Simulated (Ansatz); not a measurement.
# BNH2 (SMILES B[N]) at UPBE/STO-3G

Aim: the vertical ionisation energy of BNH2 at UPBE/STO-3G, from 2 runs. 

The calculation is run with Ansatz 0.2.0.

50 further runs of the same task are left out: 50 set aside as unsound or not needed.

**1. The structure to begin with**

BNH2 has 4 atoms, charge 0, and is taken as a triplet. SMILES: `B[N]`. The shape is that of a GFN2-xTB optimisation.

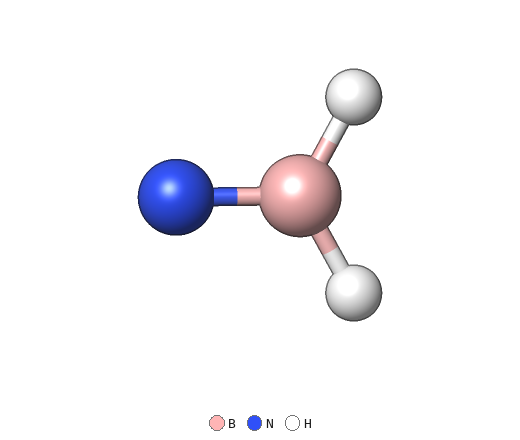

Viewed from a chosen angle; boron pink, nitrogen blue, hydrogen white.

**2. The energy at UPBE/STO-3G**

Input file in.yaml:

```yaml
crystal:
  periodic: [false, false, false]
  atoms:
    - {symbol: B, position_ang: [-0.035750, 0.006580, -0.023930]}
    - {symbol: "N", position_ang: [1.041780, -0.191660, 0.697680]}
    - {symbol: H, position_ang: [-1.056920, -0.473990, 0.334600]}
    - {symbol: H, position_ang: [0.050890, 0.659060, -1.008340]}
basis:
  gaussian:
    orbitals: STO-3G
magnetization:
  spin_polarized: true
  initial_magnetization: 2
hamiltonian:
  xc: pbe
accuracy: high
```

Started as:

```console
$ ansatz run in.yaml --threads 1 --pin off --max-ram 2610MiB --events-out events.jsonl --progress --plain --runs-dir runs
```

Log:

```text
Warning: RAYON_NUM_THREADS=1 ignored (pool sized by the plan → 1); use --threads N
Functional definition: PBE
  name "PBE"
  parameter kappa = 0.804
  parameter beta = 0.06672455060314922
  exchange = pbe_x(kappa = kappa, mu = beta*pi^2/3)
  correlation = pbe_c(beta = beta)
188 factors; integrals over basis functions are off by at most 8.2e-9 eV
mean field evaluation 1: about -2163.0274 eV, gradient 5.6e0 eV
mean field evaluation 2: about -2160.8258 eV, gradient 1.9e1 eV
mean field evaluation 4: about -2163.2577 eV, gradient 6.4e-1 eV
mean field evaluation 8: about -2163.2264 eV, gradient 1.2e-2 eV
mean field evaluation 16: about -2163.2478 eV, gradient 7.5e-2 eV
mean field evaluation 32: about -2163.2480 eV, gradient 2.1e-4 eV
mean field -2163.24795945 eV, -79.4978962075 hartree, gradient 2.3e-8 eV, S^2 2.002022; 4 other end points of the search recorded, 0 dependent functions left out
reference -2163.24796087 eV, -79.4978962598 hartree; 8, 6 occupied and 4, 6 virtual orbitals, 188 factors
Total energy: -2163.24796087 eV, -79.4978962598 hartree
```

It took 2.4 s on 1 thread of Arm Neoverse V1, shared host; peak memory 0.1 GiB.

**3. The doublet cation, same level**

Input file run.yaml:

```yaml
crystal:
  periodic: [false, false, false]
  atoms:
    - {symbol: B, position_ang: [-0.035750, 0.006580, -0.023930]}
    - {symbol: "N", position_ang: [1.041780, -0.191660, 0.697680]}
    - {symbol: H, position_ang: [-1.056920, -0.473990, 0.334600]}
    - {symbol: H, position_ang: [0.050890, 0.659060, -1.008340]}
basis:
  gaussian:
    orbitals: STO-3G
total_charge: 1
magnetization:
  spin_polarized: true
  initial_magnetization: 1
hamiltonian:
  xc: pbe
accuracy: high
```

Started as:

```console
$ ansatz run run.yaml --threads 1 --pin off --max-ram 2610MiB --events-out events.jsonl --progress --plain --runs-dir runs
```

Log, cut to the lines that bear on the results:

```text
Warning: RAYON_NUM_THREADS=1 ignored (pool sized by the plan → 1); use --threads N
[... 6 set-up lines as earlier in the session ...]
188 factors; integrals over basis functions are off by at most 8.2e-9 eV
mean field evaluation 1: about -2151.6020 eV, gradient 1.7e1 eV
mean field evaluation 2: about -2131.6695 eV, gradient 5.3e1 eV
mean field evaluation 4: about -2153.7470 eV, gradient 1.7e0 eV
mean field evaluation 8: about -2153.7326 eV, gradient 3.8e-2 eV
mean field evaluation 16: about -2153.7326 eV, gradient 1.3e-5 eV
mean field evaluation 32: about -2153.7373 eV, gradient 1.9e-1 eV
mean field -2153.73262509 eV, -79.1482141195 hartree, gradient 1.0e-8 eV, S^2 0.760193; 5 other end points of the search recorded, 0 dependent functions left out
reference -2153.73262661 eV, -79.1482141754 hartree; 7, 6 occupied and 5, 6 virtual orbitals, 188 factors
Total energy: -2153.73262661 eV, -79.1482141754 hartree
```

Wall time 2 s (1 thread of Arm Neoverse V1, shared host); peak memory 0.1 GiB.

**4. What came out**

Level: UPBE/STO-3G.

| quantity | value |
| --- | --- |
| triplet BNH2: total energy | -79.49790 Eh |
| triplet BNH2: ⟨S²⟩ | 2.002 |
| doublet cation: total energy | -79.14821 Eh |
| doublet cation: ⟨S²⟩ | 0.760 |
| vertical ionisation energy (to the doublet cation) | 9.515 eV |

The vertical ionisation energy comes to 9.52 eV (219 kcal/mol). In a minimal basis such a difference can be off by several eV, whatever the method.
